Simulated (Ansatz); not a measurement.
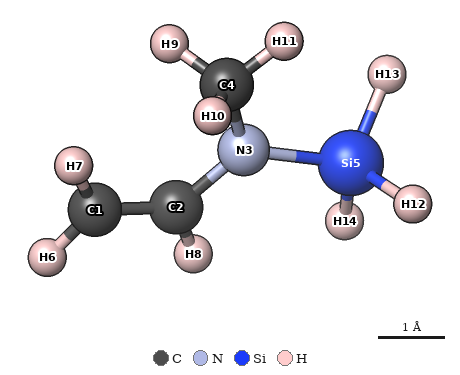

This is the input geometry for a relaxation of C3H9NSi. A ball-and-stick model, seen from a free direction.

The start comes from PBE-D4/def2-SVP.

All numbers below come from RKS PBE0-D4/def2-TZVP in Ansatz 0.2.0.

The input:
```yaml
crystal:
  periodic: [false, false, false]
  atoms:
    - {symbol: C, position_ang: [-1.889094, 1.156257, -0.108798]}
    - {symbol: C, position_ang: [-1.162858, 0.033743, -0.329345]}
    - {symbol: N, position_ang: [0.195268, -0.149245, -0.079847]}
    - {symbol: C, position_ang: [0.936780, 0.972684, 0.471917]}
    - {symbol: Si, position_ang: [0.971239, -1.729575, -0.206903]}
    - {symbol: H, position_ang: [-2.952698, 1.168593, -0.380539]}
    - {symbol: H, position_ang: [-1.465720, 2.070718, 0.330356]}
    - {symbol: H, position_ang: [-1.656063, -0.853325, -0.763218]}
    - {symbol: H, position_ang: [0.852512, 1.864513, -0.189267]}
    - {symbol: H, position_ang: [0.561540, 1.266789, 1.479659]}
    - {symbol: H, position_ang: [2.011177, 0.717523, 0.566520]}
    - {symbol: H, position_ang: [1.190895, -2.392749, 1.131561]}
    - {symbol: H, position_ang: [2.320125, -1.558785, -0.851689]}
    - {symbol: H, position_ang: [0.073997, -2.596441, -1.041708]}
basis:
  gaussian: {orbitals: def2-TZVP}
hamiltonian: {xc: pbe0, dispersion: d4}
relax: {f_tol: 0.005, max_steps: 150}
```

Predict the outcome.

Answer. Over 6 geometry steps the energy falls by 0.074 eV. Largest force component: 0.57 eV/Å at the start, 0.0024 eV/Å at the end. The largest move after the best rigid fit is that of H12, 0.048 Å. By element the largest moves are H 0.048 Å, C 0.032 Å, Si 0.030 Å, N 0.006 Å. Near-neighbour distances that change, for instance: N3–Si5 1.765 → 1.732 Å, C1–C2 1.355 → 1.336 Å, Si5–H12 1.510 → 1.491 Å, Si5–H13 1.505 → 1.486 Å. The run took of the order of 120 core-seconds on a shared host.

Final geometry:

```xyz
14

C    -1.8621    1.1393   -0.1070
C    -1.1516    0.0298   -0.3273
N     0.1933   -0.1544   -0.0807
C     0.9254    0.9632    0.4685
Si    0.9570   -1.7034   -0.2065
H    -2.9110    1.1570   -0.3666
H    -1.4380    2.0374    0.3222
H    -1.6406   -0.8414   -0.7547
H     0.8489    1.8355   -0.1900
H     0.5450    1.2493    1.4565
H     1.9817    0.7066    0.5695
H     1.1761   -2.3482    1.1193
H     2.2884   -1.5335   -0.8452
H     0.0745   -2.5665   -1.0294
```
